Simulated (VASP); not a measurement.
Band structure of Mo3Pd (space group Pm-3m). Method: PBEsol GGA with spin-orbit coupling, VASP's PBE PAW potentials (set 64) (plane waves; VASP).

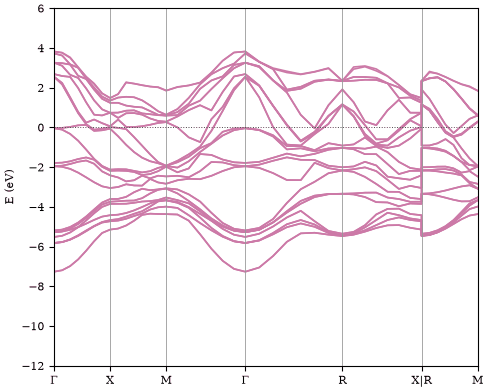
*Bands along high-symmetry lines, zero at the valence-band maximum or, without a gap, the Fermi level*

Task: Read the plot: is there a gap, and where are the band edges?

Result: It has no gap at this level: it comes out as a metal or semimetal.

The structure comes from a computed database's Mo3Pd entry (Pm-3m); how it stands against other phases isn't given here. It was relaxed first.
